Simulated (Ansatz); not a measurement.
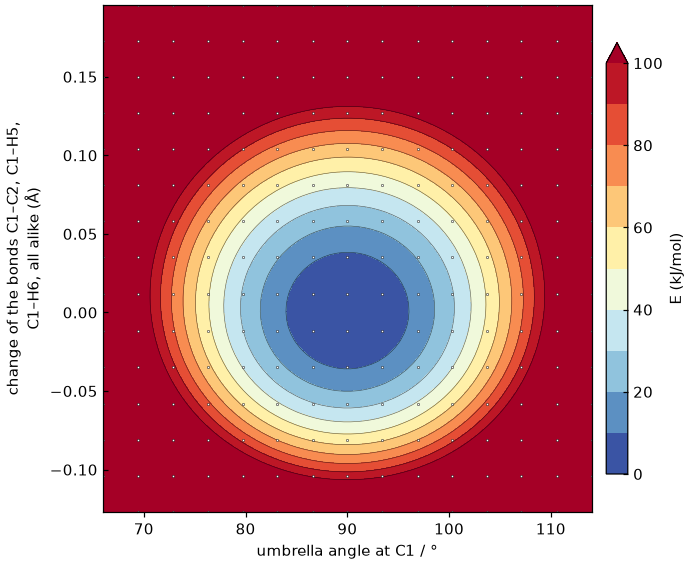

C2H3BrSi, SMILES C=C=[SiH]Br. 
- First axis: umbrella angle at C1 (between each of its bonds and their common axis; 90 is planar). Second axis: change of the bonds C1–C2, C1–H5, C1–H6, all alike.
- Nothing is relaxed (all other coordinates rigid).
- The grid has 15 × 15 points.
- Points are written as (first, second).
- Energies: kJ/mol, counted from the relaxed molecule at the same level.
- The calculation used RHF/def2-TZVP (Ansatz).

The picture shows filled contours, dots at the grid points, one colour for all values above the top of the scale. Between grid points the surface is interpolated.

Q: Estimate the position of the minimum and the force constants in these coordinates.

A: The interpolated minimum is at the first coordinate ≈ 90.0°, the second coordinate ≈ 0.000 Å. The curvatures there are about 19 eV/rad² and 151 eV/Å², with a cross term of about 0 eV/(rad·Å). Round the minimum the two coordinates are nearly uncoupled. (1 eV is 96.5 kJ/mol.)
